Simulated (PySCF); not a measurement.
**[HO2]− (SMILES [O-]O): CAM-B3LYP/def2-TZVPPD**

What is the vertical ionisation energy of [HO2]− at CAM-B3LYP/def2-TZVPPD? The job is set up through a Python script.

The results are computed with PySCF 2.14.0.

4 further runs of the same task are left out: 4 set aside as unsound or not needed.

## Step 1: The structure to begin with

[HO2]− has 3 atoms, charge -1, and is taken as a singlet. SMILES: `[O-]O`. Geometry: relaxed at GFN2-xTB.

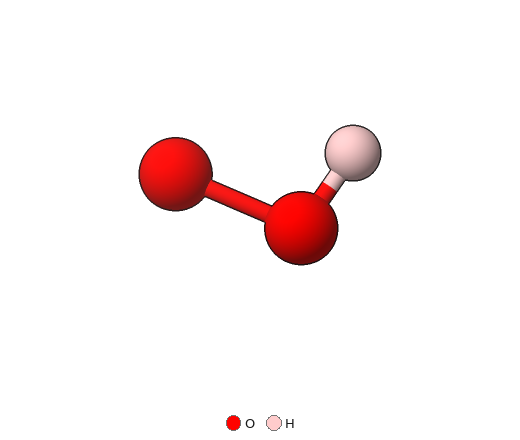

The structure, seen from a chosen angle (oxygen red, hydrogen pink).

## Step 2: The energy at CAM-B3LYP/def2-TZVPPD

Input file geometry.xyz:

```xyz
3
HO2
O     -0.355040     1.013280    -0.080710
O     -0.244450    -0.436620    -0.180910
H      0.599490    -0.576670     0.261620
```

Input file input.py:

```python
from pyscf import gto, dft

mol = gto.M(
    atom='geometry.xyz',
    verbose=3,
    charge=-1,
    basis='def2-tzvppd',
    max_memory=1860,
)

calc0 = dft.RKS(mol)
calc0.xc = 'cam-b3lyp'
calc0.grids.level = 5
calc0.conv_tol = 1e-10
calc0.kernel()
if not calc0.converged:
    calc0 = calc0.newton().run(calc0.mo_coeff, calc0.mo_occ)

e_final = calc0.e_tot
print('E(%s) = %.9f' % ('CAM-B3LYP', e_final))
```

Command:

```sh
$ OMP_NUM_THREADS=1 python input.py
```

The program printed:

```text
converged SCF energy = -150.966261197471
E(CAM-B3LYP) = -150.966261197
```

It took 9.6 s on 1 thread of Intel Xeon 6975P-C (Granite Rapids), shared host; peak memory 0.46 GiB.

## Step 3: Doublet neutral HO2 at the same level

Input file mol.xyz:

```xyz
3

O     -0.355040     1.013280    -0.080710
O     -0.244450    -0.436620    -0.180910
H      0.599490    -0.576670     0.261620
```

Input file calc.py:

```python
from pyscf import gto, dft

system = gto.M(
    atom='mol.xyz',
    spin=1,
    max_memory=1860,
    verbose=3,
    basis='def2-tzvppd',
)

mf = dft.UKS(system, xc='cam-b3lyp')
mf.conv_tol = 1e-10
mf.grids.level = 5
mf.kernel()
if not mf.converged:
    mf = mf.newton().run(mf.mo_coeff, mf.mo_occ)

e_final = mf.e_tot
print('E = %.10f Eh' % e_final)
```

Command:

```sh
$ OMP_NUM_THREADS=1 python calc.py
```

The program printed:

```text
WARN: HOMO -0.319218469788671 >= LUMO -0.319218469788673

converged SCF energy = -150.918630890342  <S^2> = 0.75510082  2S+1 = 2.0050943
E = -150.9186308903 Eh
```

Wall time 15 s (1 thread of Intel Xeon 6975P-C (Granite Rapids), shared host); peak memory 0.48 GiB.

## Step 4: Summary of results

Level: CAM-B3LYP/def2-TZVPPD.

```
                                                             quantity          value
                                         singlet [HO2]−: total energy  -150.96626 Eh
                                          singlet [HO2]−: HOMO energy       -0.13 eV
                                          singlet [HO2]−: LUMO energy        5.37 eV
singlet [HO2]−: HOMO–LUMO gap (to an unbound level, set by the basis)        5.50 eV
                                    doublet neutral HO2: total energy  -150.91863 Eh
                                   doublet neutral HO2: dipole moment         2.01 D
              doublet neutral HO2: HOMO energy (highest over α and β)      -10.45 eV
               doublet neutral HO2: LUMO energy (lowest over α and β)       -2.69 eV
                                            doublet neutral HO2: ⟨S²⟩          0.755
                  vertical detachment energy (to the doublet neutral)       1.296 eV
```

What this shows: Removing an electron at fixed nuclei costs 1.30 eV (125 kJ/mol). −ε(HOMO) before ionisation, 0.13 eV, is 1.17 eV below this ionisation energy. Mulliken charges (singlet [HO2]−) run from -0.83 on O1 to +0.14 on H3; in a basis this large or diffuse they mean little.
